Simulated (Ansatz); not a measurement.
A series of calculations on BH2Cl3

## 1. Relaxation

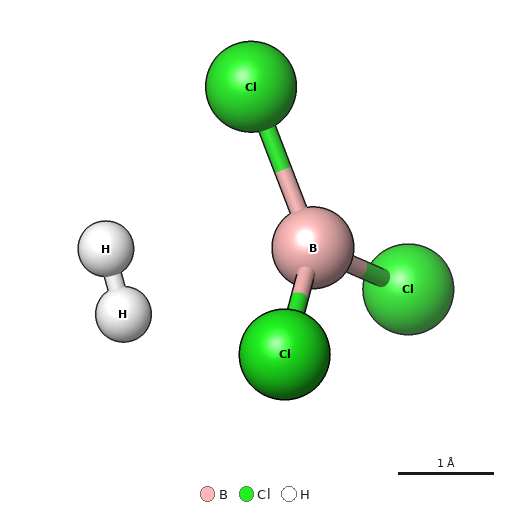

Starting structure of BH2Cl3. A ball-and-stick model, seen at a tilt.

The run prepares an end point of a later path (reaction) calculation, from a guessed geometry.

These are results of Ansatz 0.2.0, RKS B3LYP-D4/def2-SVP, not measurements.

Input
```yaml
crystal:
  periodic: [false, false, false]
  atoms:
    - { symbol: B, position_ang: [-0.000153, 0.282846, 0.086315] }
    - { symbol: Cl, position_ang: [-0.009661, 0.632355, 1.872083] }
    - { symbol: Cl, position_ang: [1.520502, 0.209157, -0.762987] }
    - { symbol: Cl, position_ang: [-1.515126, 0.140081, -0.764909] }
    - { symbol: H, position_ang: [0.072066, -2.0728, 0.535518] }
    - { symbol: H, position_ang: [0.050172, -1.862239, 1.22028] }
basis:
  gaussian: { orbitals: def2-SVP }
hamiltonian:
  xc: b3lyp
  dispersion: d4
relax:
  f_tol: 0.03
  max_steps: 50
```

Command:
```bash
ansatz run input.yaml --threads 2 --pin off --max-ram 3072MiB --backend cpu --events-out ev --progress --plain --runs-dir out
```

### What does the optimiser find from here?

After 5 geometry steps the energy has fallen by 0.230 eV. Largest force component: 1.6 eV/Å at the start, 0.017 eV/Å at the end. The atom that moves furthest after the best rigid fit is H5 (0.54 Å). By element the largest moves are H 0.54 Å, Cl 0.34 Å, B 0.28 Å. Some distances before and after: B1–Cl2 1.820 → 1.752 Å, H5–H6 0.717 → 0.760 Å, B1–Cl3 1.743 → 1.750 Å. The run took 14 s on 2 threads of Intel(R) Xeon(R) Platinum 8375C CPU @ 2.90GHz (Ice Lake) (shared host), peak memory 0.18 GiB.

Final geometry:

```xyz
6

B    -0.0074    0.5618    0.0545
Cl   -0.0177    0.9550    1.7616
Cl    1.5128    0.4016   -0.7967
Cl   -1.5172    0.3295   -0.7984
H     0.0854   -2.6029    0.6309
H     0.0619   -2.3155    1.3344
```

The end point in the same view:

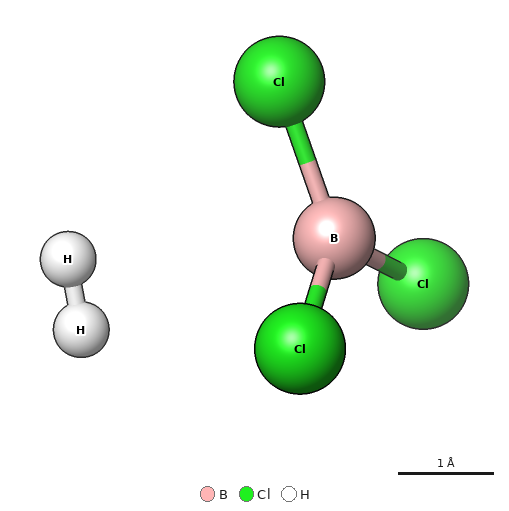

Limits of the set-up: the start holds two separate molecules, 2.4 Å apart at their closest, whose relative position is a soft coordinate.

## 2. Relaxation

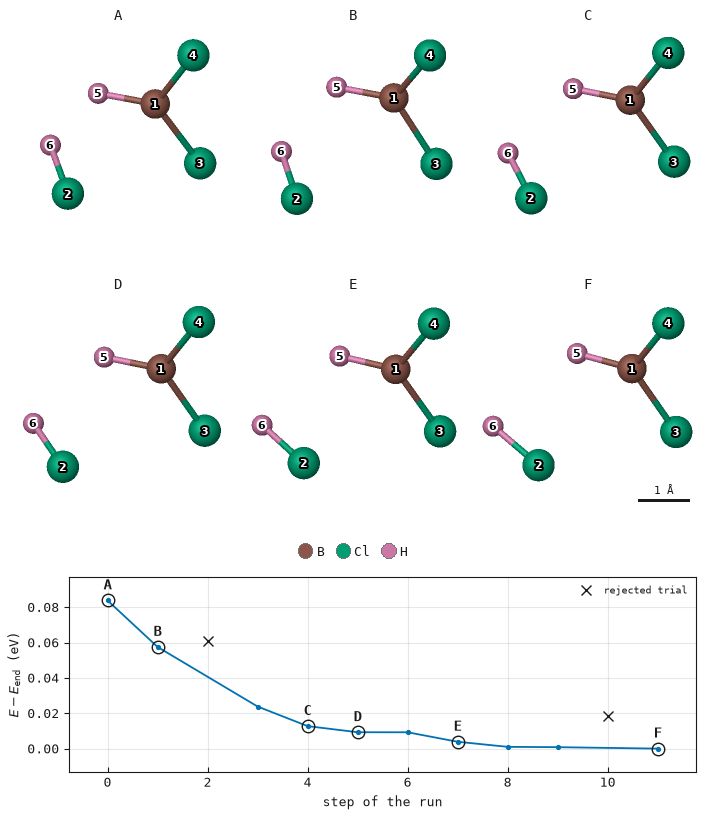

Frames of a relaxation of BH2Cl3, marked on the history of the run. A ball-and-stick model, seen from a free direction.

The run prepares an end point of a later path (reaction) calculation, from a guessed geometry.

All numbers below come from RKS B3LYP-D4/def2-SVP (Ansatz).

Input file:
```yaml
crystal:
  periodic: [false, false, false]
  atoms:
    - { symbol: B, position_ang: [0.033701, -0.493047, -0.471406] }
    - { symbol: Cl, position_ang: [0.04287, 0.033183, 2.548665] }
    - { symbol: Cl, position_ang: [1.534192, 0.260745, -0.963972] }
    - { symbol: Cl, position_ang: [-1.514771, 0.197714, -0.879494] }
    - { symbol: H, position_ang: [0.076388, -1.554192, 0.07323] }
    - { symbol: H, position_ang: [-0.054581, -1.115003, 1.879277] }
basis:
  gaussian: { orbitals: def2-SVP }
hamiltonian:
  xc: b3lyp
  dispersion: d4
relax:
  f_tol: 0.03
  max_steps: 50
```

Launched with:
```bash
ansatz run input.yaml --threads 2 --pin off --max-ram 3072MiB --backend cpu --events-out ev --progress --plain --runs-dir out
```

### Describe the path.

The largest move after the best rigid fit is that of H6, 0.69 Å. By element the largest moves are H 0.69 Å, B 0.19 Å, Cl 0.12 Å. Among the contacts that change: Cl2–H6 1.333 → 1.290 Å, B1–H5 1.194 → 1.198 Å. After 9 accepted moves (11 points after the start) the energy has fallen by 0.084 eV. The largest force component goes from 0.98 to 0.013 eV/Å. The line search rejected the trial steps at points 2, 10 of the run. The run took 24 s on 2 threads of Intel(R) Xeon(R) Platinum 8375C CPU @ 2.90GHz (Ice Lake) (shared host), peak memory 0.18 GiB. From step 0 to 1: Cl2 moves most (0.20 Å), energy −0.026 eV. From step 1 to 4: H6 moves most (0.17 Å), energy −0.045 eV. From step 4 to 5: H6 moves most (0.10 Å), energy −0.003 eV. From step 5 to 7: Cl2 moves most (0.16 Å), energy −0.005 eV. From step 7 to 11: H6 moves most (0.15 Å), energy −0.004 eV.

## 3. Path

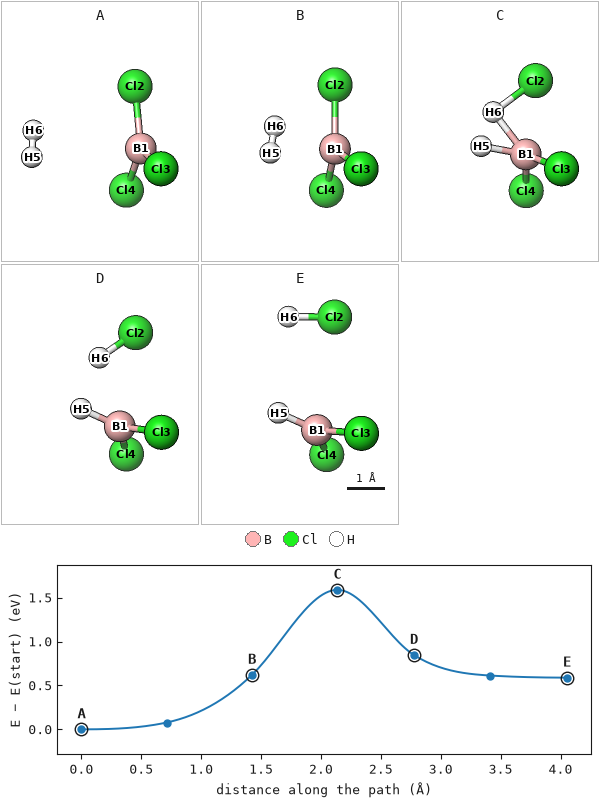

A search for the minimum-energy path of BH2Cl3, made up at the start of BCl3 and H₂ by the nudged elastic band. Images are numbered from 0 (start) to 6 (end). Frames A to E are images 0, 2, 3, 4, 6. A ball-and-stick model, seen at a tilt.

These are results of RKS B3LYP-D4/def2-SVP in Ansatz 0.2.0, not measurements. Settings: 5 movable images; climbing image; force threshold 0.05 eV/Å; iteration limit 60; starting path through a guess of the saddle point.

Describe the mechanism and the energy profile.

Answer. The energy climbs by 1.59 eV to image 3 and then falls by 1.00 eV, so the end point sits at +0.59 eV. Breaking: B1–Cl2 (1.75 → 2.12 at the top → 3.27 Å), H5–H6 (0.76 → 1.05 at the top → 2.85 Å). Forming: B1–H5 (3.22 → 1.31 at the top → 1.20 Å), Cl2–H6 (3.30 → 1.57 at the top → 1.29 Å). The band converged in 37 iterations. The largest component of the band force went from 4.1 to 0.047 eV/Å. The climbing image converged on the top of the path. Its vibrational analysis gives one imaginary mode (896i cm⁻¹), as a transition state must have.

Limits of the set-up: the start holds two separate molecules, 3.1 Å apart at their closest, whose relative position is a soft coordinate.

The run took 6 min on 2 threads of Intel(R) Xeon(R) Platinum 8375C CPU @ 2.90GHz (Ice Lake), on a shared host, peak memory 0.18 GiB.
